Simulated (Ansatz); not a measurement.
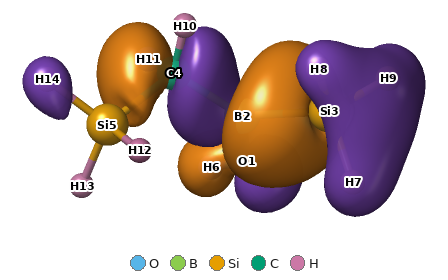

The picture shows: CH9BOSi2. The HOMO at ±0.08 Å⁻³ᐟ² (orange and purple are the two phases), seen from one side.

These are results of RHF/6-31G in Ansatz, not measurements.

The calculation's input:

```
crystal:
  periodic: [false, false, false]
  atoms:
    - { symbol: O, position_ang: [-1.0196, 0.4721, 1.6067] }
    - { symbol: B, position_ang: [-0.3272, -0.2797, 0.6192] }
    - { symbol: Si, position_ang: [0.849, -1.6672, 1.2273] }
    - { symbol: C, position_ang: [-0.4339, 0.005, -0.9404] }
    - { symbol: Si, position_ang: [0.0788, 1.7112, -1.3754] }
    - { symbol: H, position_ang: [-1.9128, 0.0339, 1.7309] }
    - { symbol: H, position_ang: [1.948, -1.0657, 2.0937] }
    - { symbol: H, position_ang: [1.5504, -2.3122, 0.0818] }
    - { symbol: H, position_ang: [0.1262, -2.641, 2.0618] }
    - { symbol: H, position_ang: [0.0834, -0.7362, -1.5035] }
    - { symbol: H, position_ang: [-1.5903, -0.1061, -1.1818] }
    - { symbol: H, position_ang: [1.518, 1.861, -0.9905] }
    - { symbol: H, position_ang: [-0.7606, 2.7312, -0.6197] }
    - { symbol: H, position_ang: [-0.1222, 1.9643, -2.7813] }
basis:
  gaussian: { orbitals: "6-31G" }
hamiltonian:
  xc: hf
relax:
  f_tol: 0.015
  max_steps: 40
output:
  orbitals: {}
```

Command:

```sh
ansatz run input.yaml --threads 1 --pin off --max-ram 2048MiB --backend cpu --events-out ev --progress --plain --runs-dir out
```

The fields are those of the relaxed geometry.

Question: Where does this orbital lie, and at what energy?

Answer: By Hirshfeld shares it lies mainly on Si3 (about 30 %), B2 (about 25 %), C4 (about 15 %) and O1 (about 10 %). Its energy is −10.59 eV.
